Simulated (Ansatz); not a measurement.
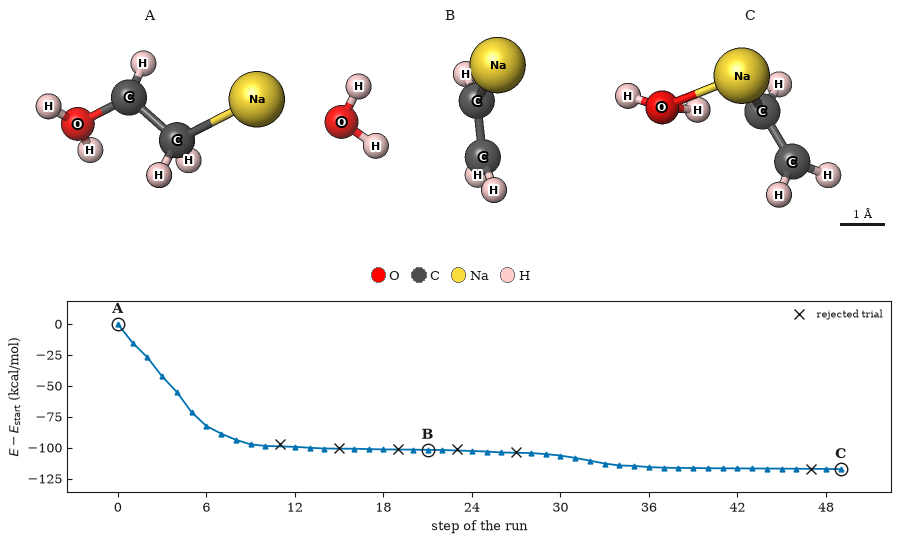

Frames of a relaxation of C$_{2}$H$_{5}$NaO, marked on the history of the run. The picture is a ball-and-stick view, seen at a tilt.

The run prepares an end point of a later path (hydrogen shift) calculation, from a guessed geometry.

Level of theory: RKS PBE0-D4/6-31G* (Ansatz 0.2.0). Settings: no spin polarisation; force threshold 0.02 eV/Å; at most 50 steps.

### What happens along the run?

The relaxation stopped without meeting its thresholds, so the last structure isn't shown to be converged. It used up its limit of 50 steps. The largest move after the best rigid fit is that of the Na atom, 2.72 Å. Largest moves by element: Na 2.72 Å, H 1.59 Å, O 1.41 Å, C 1.03 Å. Near-neighbour distances that change, for instance: H–Na 4.773 → 2.022 Å, Na–O 4.575 → 2.146 Å, H–Na 4.976 → 2.980 Å, C–O 1.433 → 2.684 Å. New bonds form, among them: C–Na (3.24 → 2.40 Å), Na–O (4.57 → 2.15 Å). Bonds break, among them: C–Na (2.34 → 3.10 Å), C–O (1.43 → 2.68 Å). Among the angles between lasting bonds that change: H–O–H 153.7° → 107.0°, C–C–H 107.6° → 125.1°, C–C–H 107.6° → 121.2°. The energy falls by 117.4 kcal/mol in 43 accepted moves (49 points after the start). Largest force component: 4.3 eV/Å at the start, 0.39 eV/Å at the end. The line search rejected the trial steps at points 11, 15, 19, 23, 27, 47 of the run. The run took 3.7 min on 1 thread of Intel(R) Xeon(R) Processor @ 2.70GHz, on a shared host, peak memory 0.17 GiB. From step 0 to 21: the Na atom moves most (1.75 Å), energy −101.8 kcal/mol. From step 21 to 49: the Na atom moves most (1.41 Å), energy −15.6 kcal/mol.
